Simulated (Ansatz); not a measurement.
# AlH5S (Al(H2S)H3) at CCSDT/STO-3G

What is the energy change on altering one bond length of AlH5S (Al(H2S)H3) at CCSDT/STO-3G? 

Program for the calculation: Ansatz 0.2.0.

44 further runs of the same task are left out: 44 set aside as unsound or not needed.

### 1 The system as given

AlH5S: 7 atoms, total charge 0, spin state singlet. As SMILES, `[H][Al]([H])([H])<-[SH2]`. Geometry: a GFN2-xTB relaxation, a rough one for these elements and not checked as a minimum.

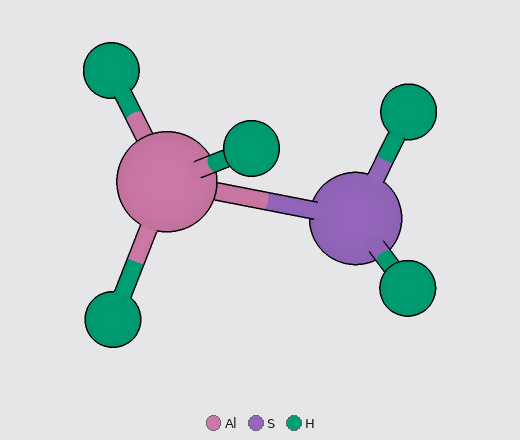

Viewed from a chosen angle; aluminium pink, sulfur purple, hydrogen teal.

### 2 A single-point energy at CCSDT/STO-3G

Input file job.yaml:

```yaml
crystal:
  periodic: [false, false, false]
  atoms:
    - {symbol: Al, position_ang: [0.129800, -0.221970, -1.011590]}
    - {symbol: S, position_ang: [0.151830, -0.251940, 1.458910]}
    - {symbol: H, position_ang: [0.512600, 1.030130, 1.485280]}
    - {symbol: H, position_ang: [-1.145480, 0.049310, 1.476400]}
    - {symbol: H, position_ang: [1.682150, -0.187190, -1.188640]}
    - {symbol: H, position_ang: [-0.666140, 1.139260, -1.046260]}
    - {symbol: H, position_ang: [-0.664760, -1.557600, -1.174090]}
basis:
  gaussian: {orbitals: STO-3G}
correlation: {method: ccsdt, frozen_orbitals: {Al: 5, H: 0, S: 5}}
scf: {omitted_lower_state_checks: [cluster_reference, increment]}
accuracy: high
```

Started as:

```bash
ansatz run job.yaml --threads 1 --pin off --max-ram 2610MiB --events-out events.jsonl --progress --plain --runs-dir runs
```

The program printed, shortened:

```text
Warning: RAYON_NUM_THREADS=1 ignored (pool sized by the plan → 1); use --threads N
Functional definition: HF
  name "HF"
[...]
408 factors; integrals over basis functions are off by at most 1.4e-8 eV
[...]
mean field -17280.82142167 eV, -635.0584738849 hartree, gradient 2.2e-8 eV, S^2 0.000000; 0 other end points of the search recorded, 0 dependent functions left out
10 core orbitals not correlated: weight in the atoms' cores, before any rotation towards them, 0.999 or more for the frozen orbitals, at most 0.000 for the correlated occupied ones
reference -17280.82142167 eV, -635.0584738849 hartree; 7, 7 occupied and 6, 6 virtual orbitals, 408 factors
second order -1.81044174 eV of doubles, -0.00000000 eV of singles
cycle   1  -2.34628605 eV  change   -5.4e-1 eV  update   6.2e-2
[...]
cycle  19  -2.65852493 eV  change  -8.8e-10 eV  update   1.0e-9
Total energy: -17283.47994660 eV, -635.1561728740 hartree
Checks for a lower state left out: cluster_reference, increment
```

Run time: 0.24 s. Hardware: 1 thread of Arm Neoverse V2, shared host.

### 3 The distorted shape

Input file in.yaml:

```yaml
crystal:
  periodic: [false, false, false]
  atoms:
    - {symbol: Al, position_ang: [-0.258286, -0.230665, -0.967328]}
    - {symbol: S, position_ang: [-0.236256, -0.260635, 1.503172]}
    - {symbol: H, position_ang: [0.124514, 1.021435, 1.529542]}
    - {symbol: H, position_ang: [-1.533566, 0.040615, 1.520662]}
    - {symbol: H, position_ang: [1.682150, -0.187190, -1.188640]}
    - {symbol: H, position_ang: [-1.054226, 1.130565, -1.001998]}
    - {symbol: H, position_ang: [-1.052846, -1.566295, -1.129828]}
basis:
  gaussian:
    orbitals: STO-3G
scf:
  omitted_lower_state_checks: [cluster_reference, increment]
accuracy: high
correlation:
  method: ccsdt
  frozen_orbitals: {Al: 5, H: 0, S: 5}
magnetization:
  spin_polarized: false
  initial_magnetization: 0
```

Started as:

```bash
ansatz run in.yaml --threads 1 --pin off --max-ram 2610MiB --events-out events.jsonl --progress --plain --runs-dir runs
```

The program printed, shortened:

```text
Warning: RAYON_NUM_THREADS=1 ignored (pool sized by the plan → 1); use --threads N
[... 2 set-up lines as earlier in the session ...]
[...]
408 factors; integrals over basis functions are off by at most 8.7e-9 eV
[...]
mean field -17279.10297136 eV, -634.9953220008 hartree, gradient 9.5e-9 eV, S^2 0.000000; 0 other end points of the search recorded, 0 dependent functions left out
10 core orbitals not correlated: weight in the atoms' cores, before any rotation towards them, 0.999 or more for the frozen orbitals, at most 0.000 for the correlated occupied ones
reference -17279.10297136 eV, -634.9953220008 hartree; 7, 7 occupied and 6, 6 virtual orbitals, 408 factors
second order -2.01158075 eV of doubles, -0.00000000 eV of singles
cycle   1  -2.62369514 eV  change   -6.1e-1 eV  update   7.4e-2
[...]
cycle  20  -3.01334301 eV  change   2.3e-10 eV  update  9.0e-10
Total energy: -17282.11631437 eV, -635.1060603139 hartree
Checks for a lower state left out: cluster_reference, increment
```

It took 0.24 s on 1 thread of Arm Neoverse V2, shared host.

### 4 What came out

Level: CCSDT/STO-3G, 10 core orbitals frozen.

| quantity | value |
| --- | --- |
| first shape: total energy | -635.15617 Eh |
| first shape: correlation energy (10 core orbitals frozen) | -97.7 mEh |
| first shape: T1 diagnostic | 0.006 |
| distorted shape: total energy | -635.10606 Eh |
| distorted shape: correlation energy (10 core orbitals frozen) | -110.7 mEh |
| distorted shape: T1 diagnostic | 0.009 |
| energy change with the Al1–H5 bond stretched from 1.563 to 1.953 Å | 1.364 eV |

With the Al1–H5 bond stretched from 1.563 to 1.953 Å the energy rises by 1.36 eV (31 kcal/mol). The first shape isn't relaxed at this level, so the change isn't measured from a minimum. The minimal basis adds a large error of its own.
